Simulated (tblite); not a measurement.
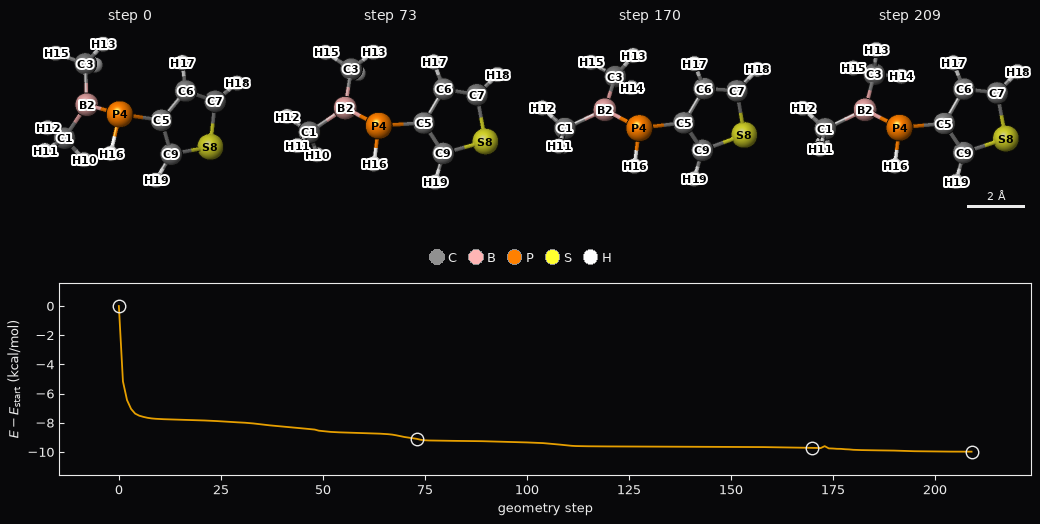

Frames of a relaxation of C6H10BPS, marked on the history of the run. A ball-and-stick model, seen face on.

Theory: GFN2-xTB geometry optimisation, gas phase in tblite. 

Describe the path.

The atom that moves furthest after the best rigid fit is H12 (1.75 Å). By element the largest moves are H 1.75 Å, C 0.89 Å, S 0.65 Å, P 0.58 Å, B 0.22 Å. Some distances before and after: P4–H16 1.444 → 1.390 Å, C7–S8 1.673 → 1.721 Å, B2–P4 1.936 → 1.894 Å, C6–C7 1.394 → 1.354 Å. Among the angles between lasting bonds that change: B2–P4–C5 94.5° → 103.1°, S8–C7–H18 126.2° → 119.2°, C7–S8–C9 97.0° → 90.9°. Groups turn about B2–C3 by about 70°, C1–B2 by about 50°, B2–P4 by about 45°. The energy falls by 9.98 kcal/mol in 209 geometry steps. From step 0 to 73: H12 moves most (1.04 Å), energy −9.10 kcal/mol. From step 73 to 170: H15 moves most (0.83 Å), energy −0.61 kcal/mol. From step 170 to 209: H atoms move most (0.70 Å), energy −0.27 kcal/mol.
